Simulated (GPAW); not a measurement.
# Two attempts at C2H4NO (SMILES COC=[N])

Aim: energy and one-electron properties of C2H4NO at UPBE/real-space grid (scalar-relativistic datasets).

The results are computed with GPAW 26.7.0.

1 further run of the same task is left out (set aside as unsound or not needed). Runs told in other sessions of the task aren't counted.

## Step 1: The molecule

The species is C2H4NO (8 atoms), meant as a doublet with charge 0. As SMILES, `COC=[N]`. Geometry: relaxed at GFN2-xTB.

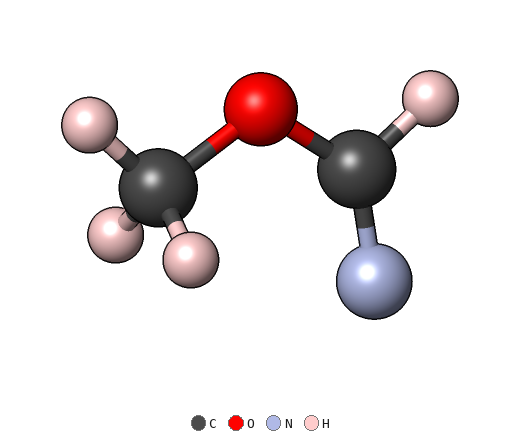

The structure, seen from a chosen angle (carbon dark grey, oxygen red, nitrogen light blue, hydrogen pink).

## Step 2: The input as first written

File run.py:

```python
import numpy as np
from ase import Atoms
from ase.units import Debye
from gpaw import GPAW

atoms = Atoms(['C', 'O', 'C', 'N', 'H', 'H', 'H', 'H'],
    positions=[[  0.116890,   0.946860,  -0.421570],
               [  0.039800,  -0.450930,  -0.652840],
               [ -0.137650,  -1.204620,   0.437000],
               [ -0.249130,  -0.922390,   1.626980],
               [  0.265320,   1.405830,  -1.396410],
               [  0.954080,   1.180900,   0.240450],
               [ -0.806780,   1.312110,   0.033920],
               [ -0.182550,  -2.267770,   0.132470]])
atoms.center(vacuum=4.5)
atoms.set_initial_magnetic_moments([0.25, 0.25, 0.25, 0.25, 0.0, 0.0, 0.0, 0.0])

gpaw_calc = GPAW(mode='fd',
                 h=0.5,
                 xc='PBE',
                 symmetry='off',
                 occupations={'name': 'fermi-dirac', 'width': 0.02, 'fixmagmom': True},
                 maxiter=63,
                 txt='-')
atoms.calc = gpaw_calc

energy = atoms.get_potential_energy()
print(f'Energy: {energy:.5f} eV')
forces = atoms.get_forces()
print('Forces (eV/Ang)')
for symbol, f in zip(atoms.symbols, forces):
    print(f'{symbol:2} {f[0]:9.4f} {f[1]:9.4f} {f[2]:9.4f}')
dipole = atoms.get_dipole_moment() / Debye
print(f'Dipole: {np.linalg.norm(dipole):.3f} D')
```

The run is started by

```
$ python run.py > run.log
```

The program printed:

```text
[...]
Number of symmetries: 1
[...]
  Number of IBZ points: 1
[...]
Spin-components: 2 (collinear spins)
Bands:           19
[...]
  Valence electrons: 23.0
[...]
  Grid points: [20 24 24]
  Charge: 0.0  # |e|
[...]
    cutoffs:
[...]
occupation numbers:
  Fixed magnetic moment: 1.000
[...]
xc functional:
  name: PBE with 2 nearest neighbor stencil
[...]
|iter     |     time |      energy | eigst |  dens |  magmom |
[...]
|iter:   1| 00:00:01 |   39.487672 | +2.09 |       |  +0.9970|
[...]
|iter:  20| 00:00:09 |   54.169707c| -7.50c| -5.14c|  +1.0000|
Converged in 20 steps
[...]
Energy contributions relative to reference atoms: (reference = -5627.790685)
Energy contributions:
  Kinetic:         922.397178
  Coulomb:        -468.876436
  Zero:           -271.744829
  External:          0.000000
  Xc:             -127.606206
  Entropy:          -0.000000
  Spinorbit:         0.000000
  ----------------------------
  Free energy:      54.169707
  Extrapolated:     54.169707
dipole moment: (-0.339164, -0.789222, -0.081775)  # |e|*Ang
Total magnetic moment: (0.000000, 0.000000, 1.000000)
Local magnetic moments
|        x |        y |         z |
|----------|----------|-----------|
| 0.000000 | 0.000000 | -0.004914 |  # C    0
| 0.000000 | 0.000000 |  0.212019 |  # O    1
| 0.000000 | 0.000000 |  0.084557 |  # C    2
| 0.000000 | 0.000000 |  0.011282 |  # N    3
| 0.000000 | 0.000000 |  0.003500 |  # H    4
| 0.000000 | 0.000000 |  0.140237 |  # H    5
| 0.000000 | 0.000000 | -0.003540 |  # H    6
| 0.000000 | 0.000000 |  0.012577 |  # H    7
Fermi levels: -2.865, -4.146
Eigenvalues  # (at kpt = [0.000, 0.000, 0.000])
| band index |      eig [eV] | occ [0-1] |      eig [eV] | occ [0-1] |
|------------|---------------|-----------|---------------|-----------|
|          0 |       -64.693 |     1.000 |       -64.457 |     1.000 |
|        ... |               |           |               |           |
|          4 |       -13.941 |     1.000 |       -13.811 |     1.000 |
|          5 |       -13.343 |     1.000 |       -13.273 |     1.000 |
|          6 |       -11.379 |     1.000 |       -11.112 |     1.000 |
|          7 |        -8.861 |     1.000 |        -8.452 |     1.000 |
|          8 |        -8.157 |     1.000 |        -7.978 |     1.000 |
|          9 |        -7.242 |     1.000 |        -7.111 |     1.000 |
|         10 |        -5.153 |     1.000 |        -5.058 |     1.000 |
|         11 |        -3.907 |     1.000 |        -2.988 |     0.000 |
|         12 |        -1.988 |     0.000 |        -1.660 |     0.000 |
|         13 |        -1.220 |     0.000 |        -0.931 |     0.000 |
[...]
Gap: 0.999 eV
Transition (v -> c):
[...]
Forces (eV/Ang)
C   166.2206  654.5823 -125.4907
O    53.1099   49.8757   74.9279
C   563.1073   84.2593  475.5556
N  -1140.9382  549.5945  139.8316
H  -192.4250  -44.3228  -25.9930
H   356.8381    4.7504 -149.0490
H  -233.7361 -177.8339   -5.4750
H    35.0145   24.5788   41.0092
Dipole: 4.145 D
```

Run time: 9.3 s. Hardware: 1 thread of Intel Xeon Platinum 8259CL at 2.50GHz (Skylake/Cascade Lake), shared host; peak memory 0.14 GiB.

## Step 3: What went wrong

The program ended normally, but the settings are unsound, so its numbers aren't properties of the molecule.

What is wrong: the grid is far too coarse. To mend it: grid spacing 0.2 in place of 0.5.

## Step 4: Second attempt

File run.py:

```python
import numpy as np
from ase import Atoms
from ase.units import Debye
from gpaw import GPAW

atoms = Atoms("COCNHHHH",
    positions=[[  0.116890,   0.946860,  -0.421570],
               [  0.039800,  -0.450930,  -0.652840],
               [ -0.137650,  -1.204620,   0.437000],
               [ -0.249130,  -0.922390,   1.626980],
               [  0.265320,   1.405830,  -1.396410],
               [  0.954080,   1.180900,   0.240450],
               [ -0.806780,   1.312110,   0.033920],
               [ -0.182550,  -2.267770,   0.132470]])
atoms.center(vacuum=4.5)
atoms.set_initial_magnetic_moments([0.25, 0.25, 0.25, 0.25, 0.0, 0.0, 0.0, 0.0])

calc = GPAW(mode="fd",
            occupations={"name": "fermi-dirac", "width": 0.02, "fixmagmom": True},
            maxiter=100,
            xc="PBE",
            h=0.2,
            symmetry="off",
            txt="-")
atoms.calc = calc

energy = atoms.get_potential_energy()
print(f"Energy                  {energy:.5f} eV")
forces = atoms.get_forces()
print("Forces (eV/Ang)")
for symbol, f in zip(atoms.symbols, forces):
    print(f'{symbol:2} {f[0]:9.4f} {f[1]:9.4f} {f[2]:9.4f}')
dipole = atoms.get_dipole_moment() / Debye
print(f"Dipole = {np.linalg.norm(dipole):.3f} D")
```

The run is started by

```
$ python run.py > run.log
```

The program printed:

```text
[...]
Number of symmetries: 1
[...]
  Number of IBZ points: 1
[...]
Spin-components: 2 (collinear spins)
Bands:           19
[...]
  Valence electrons: 23.0
[...]
  Grid points: [52 64 60]
  Charge: 0.0  # |e|
[...]
    cutoffs:
[...]
occupation numbers:
  Fixed magnetic moment: 1.000
[...]
xc functional:
  name: PBE with 2 nearest neighbor stencil
[...]
|iter     |     time |      energy | eigst |  dens |  magmom |
[...]
|iter:   1| 00:00:05 |  -48.516731 | +1.23 |       |  +0.9990|
[...]
|iter:  17| 00:01:07 |  -45.650972c| -7.62c| -5.76c|  +1.0000|
Converged in 17 steps
[...]
Energy contributions relative to reference atoms: (reference = -5627.790685)
Energy contributions:
  Kinetic:          53.563779
  Coulomb:         -57.945928
  Zero:              1.507763
  External:          0.000000
  Xc:              -42.776585
  Entropy:          -0.000000
  Spinorbit:         0.000000
  ----------------------------
  Free energy:     -45.650972
  Extrapolated:    -45.650972
dipole moment: (0.060765, 0.175270, -0.428857)  # |e|*Ang
Total magnetic moment: (0.000000, 0.000000, 1.000000)
Local magnetic moments
|        x |        y |         z |
|----------|----------|-----------|
| 0.000000 | 0.000000 |  0.002594 |  # C    0
| 0.000000 | 0.000000 |  0.040760 |  # O    1
| 0.000000 | 0.000000 | -0.024117 |  # C    2
| 0.000000 | 0.000000 |  0.316511 |  # N    3
| 0.000000 | 0.000000 | -0.000237 |  # H    4
| 0.000000 | 0.000000 | -0.000027 |  # H    5
| 0.000000 | 0.000000 | -0.000033 |  # H    6
| 0.000000 | 0.000000 |  0.034775 |  # H    7
Fermi levels: -5.674, -6.088
Eigenvalues  # (at kpt = [0.000, 0.000, 0.000])
| band index |      eig [eV] | occ [0-1] |      eig [eV] | occ [0-1] |
|------------|---------------|-----------|---------------|-----------|
|          0 |       -27.774 |     1.000 |       -27.658 |     1.000 |
|        ... |               |           |               |           |
|          4 |       -13.299 |     1.000 |       -12.993 |     1.000 |
|          5 |       -12.026 |     1.000 |       -12.010 |     1.000 |
|          6 |       -11.001 |     1.000 |       -10.789 |     1.000 |
|          7 |        -9.770 |     1.000 |        -9.513 |     1.000 |
|          8 |        -9.383 |     1.000 |        -9.302 |     1.000 |
|          9 |        -8.396 |     1.000 |        -8.028 |     1.000 |
|         10 |        -7.096 |     1.000 |        -6.838 |     1.000 |
|         11 |        -6.643 |     1.000 |        -4.448 |     0.000 |
|         12 |        -0.619 |     0.000 |        -0.437 |     0.000 |
|         13 |        -0.324 |     0.000 |        -0.272 |     0.000 |
[...]
Gap: 2.195 eV
Transition (v -> c):
[...]
Forces (eV/Ang)
C     0.0234    0.4874    0.1313
O     0.1278   -0.0036   -0.6251
C     0.0864   -1.4978   -1.7839
N    -0.2538    0.8904    2.2254
H     0.0066    0.1238   -0.1709
H     0.2040    0.0889    0.1166
H    -0.2111    0.0923    0.0663
H    -0.0338   -0.1057    0.0700
Dipole = 2.244 D
```

Run time: 68 s. Hardware: 1 thread of Intel Xeon Platinum 8259CL at 2.50GHz (Skylake/Cascade Lake), shared host; peak memory 0.73 GiB.

## Step 5: Results

Level: UPBE/real-space grid (scalar-relativistic datasets).

| quantity | value |
| --- | --- |
| energy as printed (from the program's reference atoms) | -45.6510 eV |
| dipole moment | 2.24 D |
| HOMO energy (highest over α and β) | -6.64 eV |
| LUMO energy (lowest over α and β) | -4.45 eV |

What this shows: The first attempt's energy was +99.821 eV off this one.
